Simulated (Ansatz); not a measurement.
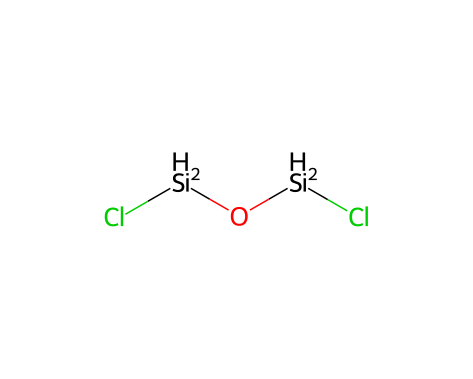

Skeletal drawing of a molecule.

Transcribe the drawing into SMILES.

Cl[SiH2]O[SiH2]Cl

Give the formula, hydrogens included.

Cl2H4OSi2.

An optimisation with PBE0-D4/def2-TZVP gave a structure of which point group?

C2. Other conformers may differ.

The parts below concern this one geometry. Atoms keep their numbers from picture to picture. The geometry was computed by an optimisation with PBE0-D4/def2-TZVP.

## Geometry

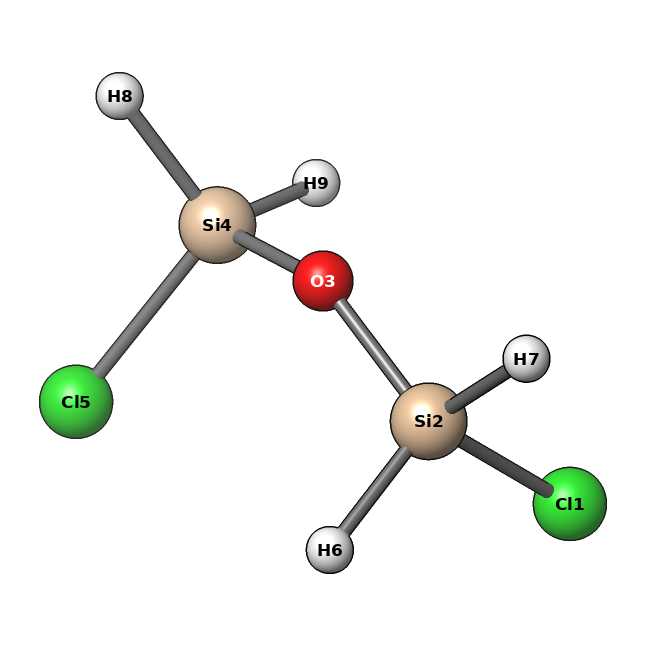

The atoms are numbered.

Give these bond angles: Si2–O3–Si4, Cl1–Si2–O3, O3–Si2–H7, O3–Si2–H6, Cl1–Si2–H7, Cl1–Si2–H6.

```tsv
angle	degrees
Si2–O3–Si4	144.3
Cl1–Si2–O3	109.8
O3–Si2–H7	108.0
O3–Si2–H6	110.3
Cl1–Si2–H7	108.3
Cl1–Si2–H6	107.7
```

## Vibrations

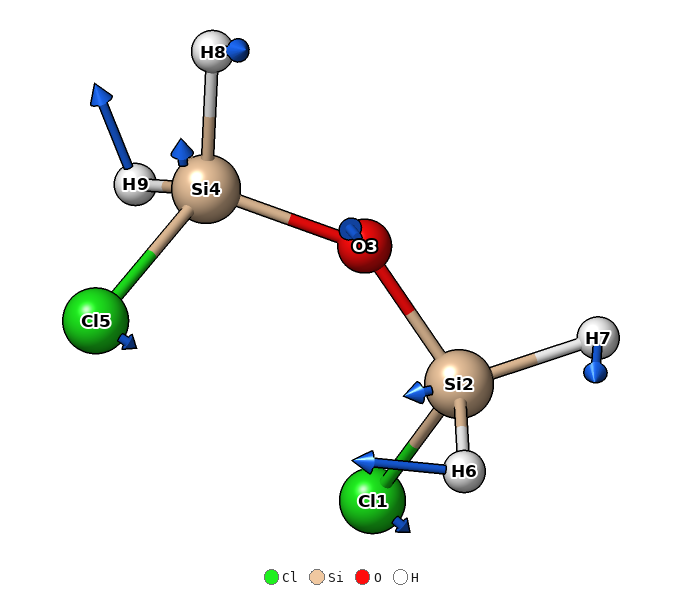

The arrows show one normal mode. Harmonic vibrations computed with RKS PBE0-D4/def2-TZVP (Ansatz 0.2.0) at a stationary point of the same level.

Describe the motion.

A torsion or out-of-plane motion in which bond lengths and bond angles hardly change.

At what wavenumber does it lie?

45 cm⁻¹; it is mode 2 of 21 counted from the lowest.

## Levels of theory compared

Program: Ansatz 0.2.0.

At this fixed geometry, give dipole (D), HOMO–LUMO gap (eV), HOMO energy (eV) at these levels: B3LYP-D4/def2-TZVPP; PBE-D4/def2-TZVPP; r2SCAN-D4/def2-TZVPP; ωB97M-V/def2-TZVPP.

| level | dipole (D) | HOMO–LUMO gap (eV) | HOMO energy (eV) |
| --- | --- | --- | --- |
| B3LYP-D4/def2-TZVPP | 1.31 | 8.58 | −8.74 |
| PBE-D4/def2-TZVPP | 1.22 | 6.73 | −7.59 |
| r2SCAN-D4/def2-TZVPP | 1.30 | 7.48 | −7.95 |
| ωB97M-V/def2-TZVPP | 1.29 | 13.00 | −11.21 |

## Charges

The questions are on Mulliken charges. Level of theory: RKS PBE0-D4/def2-TZVP (Ansatz 0.2.0).

List the Mulliken charges.

| atom | value (e) |
| --- | --- |
| Cl1 | −0.24 |
| Si2 | 0.44 |
| O3 | −0.35 |
| Si4 | 0.44 |
| Cl5 | −0.24 |
| H6 | −0.01 |
| H7 | −0.01 |
| H8 | −0.01 |
| H9 | −0.01 |

Mulliken values depend strongly on the basis set and can even reverse the polarity of a bond.
